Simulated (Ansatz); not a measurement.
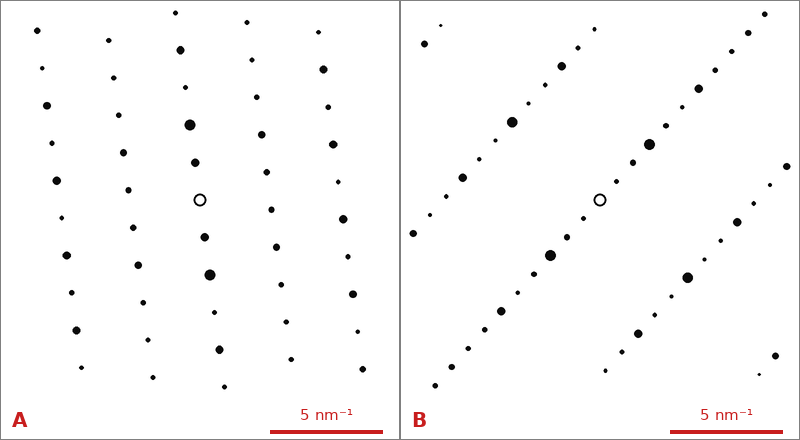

Kinematic electron diffraction patterns (120 kV, B = 0.5 Å², same scale, each along a low-index zone) of two structures of composition Bi3B2, each relaxed at zero pressure with DFT PBE, scalar-relativistic, plane waves, PAW (Ansatz).

The structures (standard cells):
1. P6/mmm (No. 191), a = 6.796 Å, c = 3.611 Å (hexagonal axes), 5 atoms; generated start, possibly hypothetical
2. R-3m (No. 166), a = 3.785 Å, c = 26.859 Å (hexagonal axes), 15 atoms; generated start, possibly hypothetical

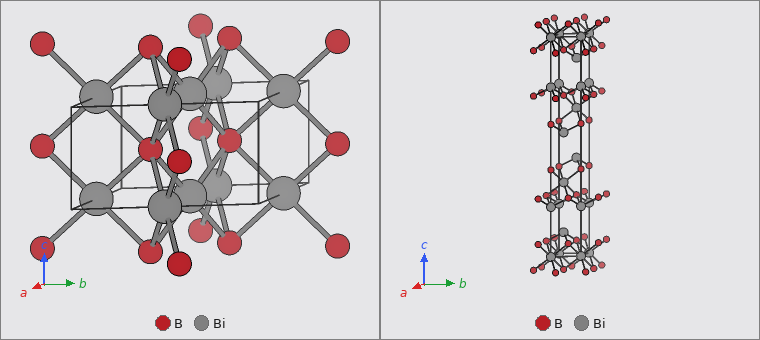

Drawings of the structures 1 to 2, from left to right (each may span several cells).

Q: Which pattern belongs to which structure, and along which zone?

A: A is structure 1 along [101] or an equivalent direction: centred rectangular net of 0 1 0 at d = 5.89 Å and 1 0 -1 at d = 3.08 Å, 74.8° apart. B is structure 2 along [210] or an equivalent direction: rectangular net of 0 0 3 at d = 8.95 Å and 1 -2 0 at d = 1.89 Å, 90.0° apart.

Q: Which structure lies lowest at this level of theory, and by how much?

A: Structure 2 (R-3m, 22.22 Å³ an atom) is the lowest of these; structure 1 (P6/mmm, 28.88 Å³ an atom) lies about 350 meV an atom higher. These are static energies at 0 K; other structures, not shown, may lie lower still.
